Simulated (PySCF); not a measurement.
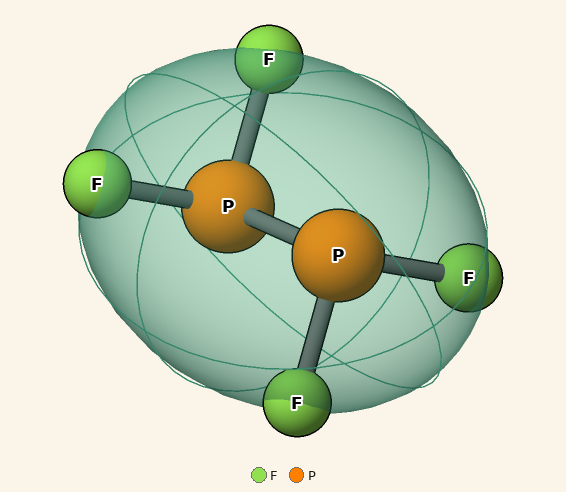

The ellipsoid shows the static dipole polarisability: its half-axes are proportional to the principal values. Computed geometry: GFN2-xTB optimisation. No frequency run is at hand to confirm it as a minimum. Method: CAM-B3LYP/def2-SVPD (PySCF 2.14.0).

How large and how anisotropic is the polarisability?

Principal values 43.9, 47.2, 68.6 bohr³; mean 53.2 bohr³ (7.89 Å³); anisotropy 23.2 bohr³, so the longest axis is 1.56 times the shortest.

The geometry is semi-empirical. Around P such bond lengths and angles can be off by a tenth of an ångström or more and by several degrees, and values that hang on the shape move with them.
